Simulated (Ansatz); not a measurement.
# AsH$_{3}$ (SMILES [AsH3]): what the fields show

Input

```
crystal:
  periodic: [false, false, false]
  atoms:
    - {symbol: As, position_ang: [-0.215793, 0.487646, -0.346016]}
    - {symbol: H, position_ang: [0.349935, 0.630320, 1.059371]}
    - {symbol: H, position_ang: [-1.067997, -0.705456, 0.061106]}
    - {symbol: H, position_ang: [0.933855, -0.412500, -0.774461]}
basis:
  gaussian: {orbitals: def2-TZVPP}
hamiltonian: {xc: pbe0, dispersion: d4}
output: {orbitals: {seedname: orbitals}}
```

Command:

```sh
ansatz run in.yaml --threads 2 --pin off --events-out ev --progress --plain --max-ram 32768MiB --backend cpu
```

Geometry: PBE0-D4/def2-TZVP.

All numbers below come from RKS PBE0-D4/def2-TZVPP in Ansatz 0.2.0.

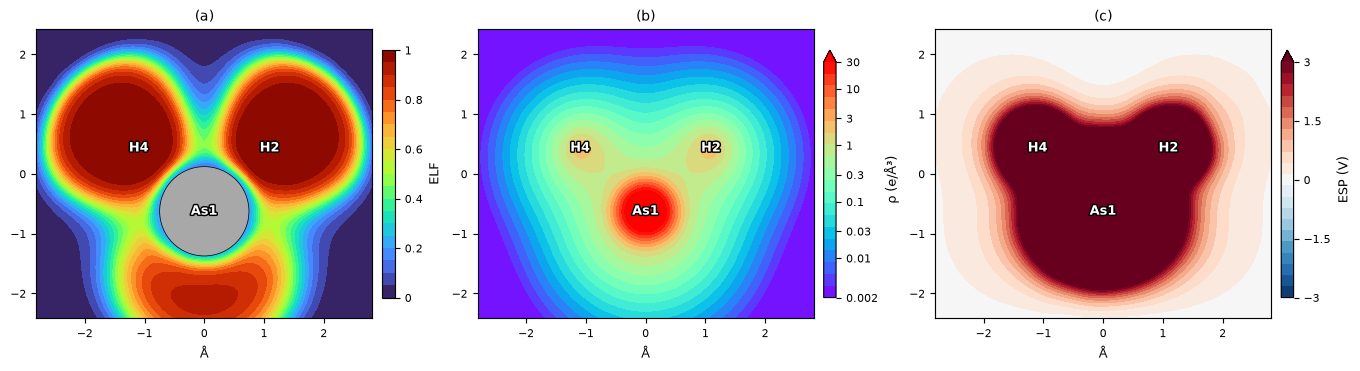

Figure 1. (a) electron localisation function; (b) total electron density; (c) molecular electrostatic potential on the plane of atoms H2, As1 and H4. Grey discs cover the atomic cores in the ELF map.

> Describe what can be read from this map.

Atoms in the plane: As and H.
As–H (1.52 Å): the density is about 1.1 e/Å³ at the midpoint; the ELF climbs to about 1 towards the hydrogen, as it does in any bond to H.
The ELF also peaks beside As1, away from the bonds: lone-pair regions.
The potential has no marked negative region in this plane.

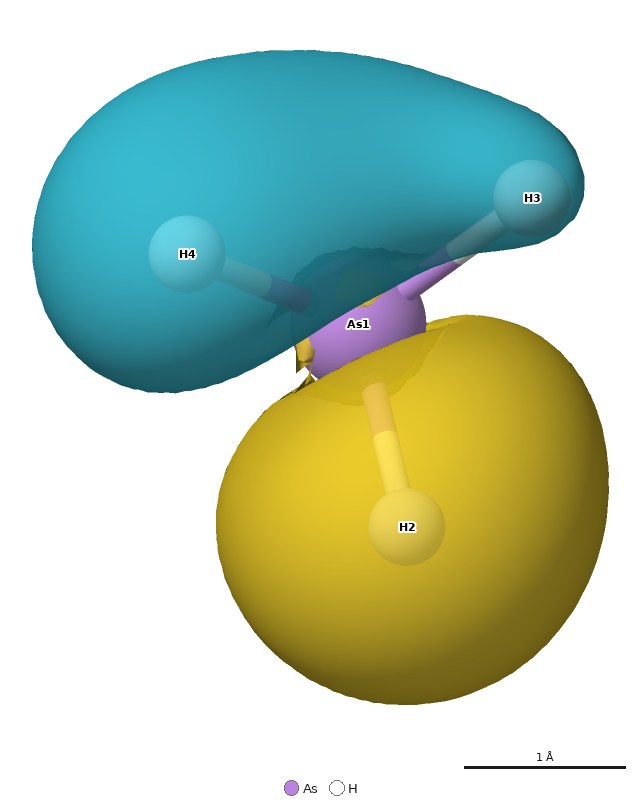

Figure 2. The HOMO−1 at ±0.1 Å⁻³ᐟ² (yellow and cyan are the two phases), seen across its widest extent.

> What is the character of this orbital?

It lies mainly on As1 (about 50 %), H2 (about 30 %) and H4 (about 15 %). It is one of a degenerate set, so its orientation is arbitrary. Its energy is −10.26 eV.
